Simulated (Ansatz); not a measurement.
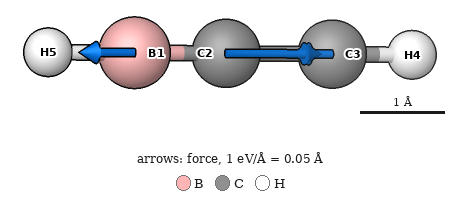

Starting geometry of C2H2B (charge +1) with the computed forces as blue arrows. A ball-and-stick model, seen at a tilt.

It is one of the separated reactants of a reaction.

Theory: Ansatz 0.2.0, RKS PBE-D4/def2-SVP. Set-up: force threshold 0.03 eV/Å; at most 250 steps.

Question: Is this structure relaxed? If not, where do the atoms go?

Answer: It isn't relaxed: the largest force vector, on C2, is 25.65 eV/Å. The final displacements follow the starting forces only in part (cosine between the two patterns 0.83). The largest move after the best rigid fit is that of C2, 0.15 Å. Largest moves by element: C 0.15 Å, H 0.10 Å, B 0.06 Å. Among the contacts that change: B1–C2 1.217 → 1.427 Å, C2–C3 1.412 → 1.242 Å, B1–H5 1.150 → 1.194 Å, C3–H4 1.060 → 1.095 Å. The energy falls by 233.0 kJ/mol in 4 geometry steps. The largest force component goes from 18 to 0.0073 eV/Å. The run took 2.9 s on 2 threads of Intel Xeon Platinum 8175M @ 2.50GHz, on a shared host.
